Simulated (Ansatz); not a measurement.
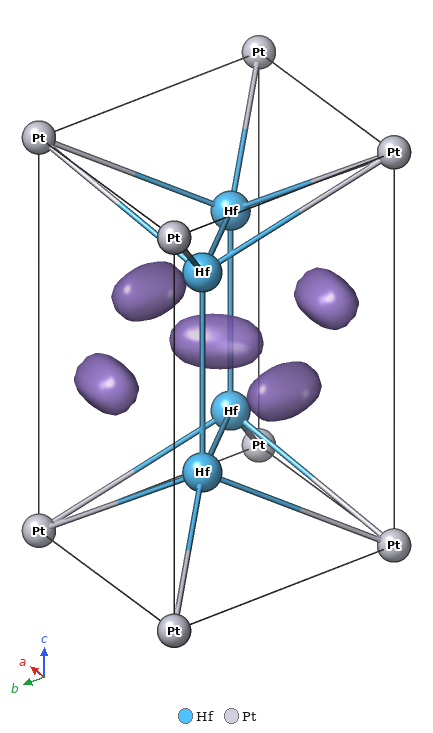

Figure. Hf₄Pt. Isosurface of the ELF at 0.65 (purple), seen at an oblique angle. Only the valence region is drawn (cores and ρ < 0.01 e/Å³ removed). Sticks mark near contacts.

Space group P6/mmm; a structure generated by program, which may or may not match a known phase.

Method: DFT PBE, scalar-relativistic, plane waves, PAW in Ansatz 0.2.0.

In a PAW calculation such maps are meaningful between the atoms, not at the nuclei.

Describe the localisation domains.

Answer. At this value the surface marks out three pockets between the atoms, centred on no nucleus (multi-centre or interstitial), counted in one cell of 5 atoms. Regions shared between cells count once.

Values along the shortest contacts:
Hf–Hf (2.74 Å): the ELF is about 0.25 at the midpoint (no localised pair shows between them). Hf–Pt (3.12 Å): the ELF is about 0.35 at the midpoint.
